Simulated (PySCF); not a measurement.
C5H8OSi (SMILES C=C1C=CCO[SiH2]1)

Input

```
{"job": {"kind": "nmr", "xc": "PBE0", "basis": "pcSseg-1"}, "charge": 0, "multiplicity": 1}
C      2.382046     0.437524    -0.066276
C      1.077639     0.160168    -0.036449
C      0.101982     1.237532     0.005152
C     -1.220018     1.081065     0.063092
C     -1.978002    -0.207242     0.123971
O     -1.223526    -1.357512     0.362577
Si     0.331281    -1.571760    -0.057761
H      3.122282    -0.342912    -0.105093
H      2.754684     1.451771    -0.048664
H      0.503575     2.245224    -0.021858
H     -1.865219     1.950044     0.069586
H     -2.531781    -0.334898    -0.820308
H     -2.722163    -0.143500     0.929793
H      0.815275    -2.460377     0.988892
H      0.447531    -2.137138    -1.408564
```

Launched as:

```sh
OMP_NUM_THREADS=1 python probes_run.py task.json out
```

Geometry: GFN2-xTB.

Method: PySCF 2.14.0, PBE0/pcSseg-1, SCF density, gas phase, non-relativistic.

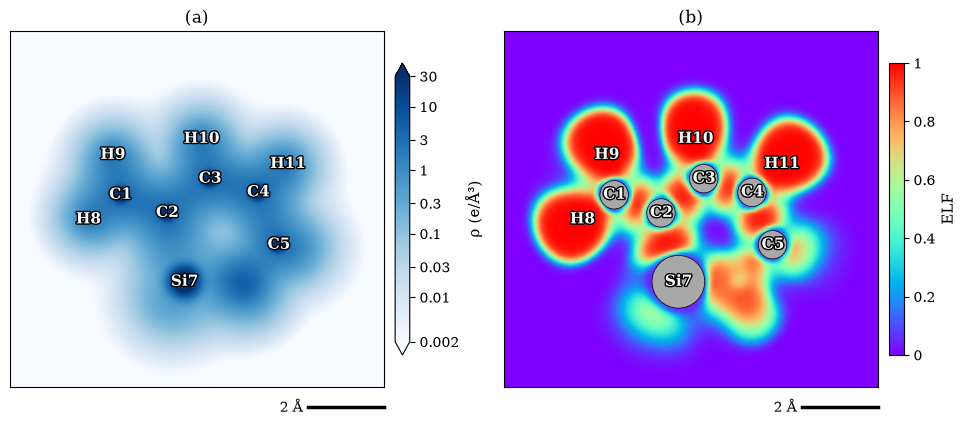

Figure 1. (a) total electron density; (b) ELF on the plane of atoms C2, C1 and H9. Grey discs cover the atomic cores in the ELF map.

Q: Interpret the plot.

A:
- The section cuts through C, Si and H sites.
- C–C (1.33 Å): the density is about 2.3 e/Å³ at the midpoint; the ELF peaks at about 0.95 between the atoms (a multiple bond).
- C–Si (1.89 Å): the density is about 0.95 e/Å³ at the midpoint; the ELF peaks at about 1 between the atoms, as expected for a shared electron pair.
- C–H (1.08 Å): ρ is about 2 e/Å³ halfway; the ELF climbs to about 1 towards the hydrogen, as it does in any bond to H (a covalent bond by its length).
- C–C (1.45 Å): the density is about 1.8 e/Å³ at the midpoint; the ELF peaks at about 0.95 between the atoms: localised, covalent bonding.
- C–C (1.50 Å): ρ is about 1.8 e/Å³ halfway; the ELF peaks at about 0.95 between the atoms (a shared electron pair).
- The ELF also peaks beside O6, away from the bonds: lone-pair regions.

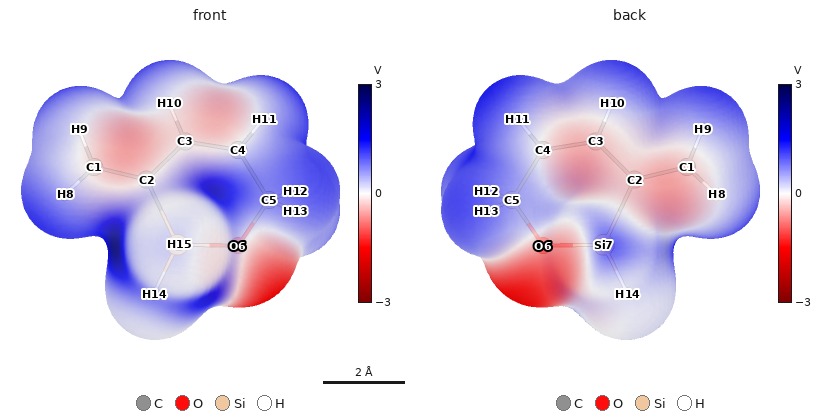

Figure 2. The molecular electrostatic potential painted on the density surface at 0.004 e/bohr³, seen from the front and from behind; the colour scale runs from red (negative) to blue (positive).

Q: Describe the electrostatic potential map.

A: The most negative region (about −1.6 V) lies over O6, the most positive (about +2.3 V) over Si7. O6 is the likeliest acceptor of a hydrogen bond.
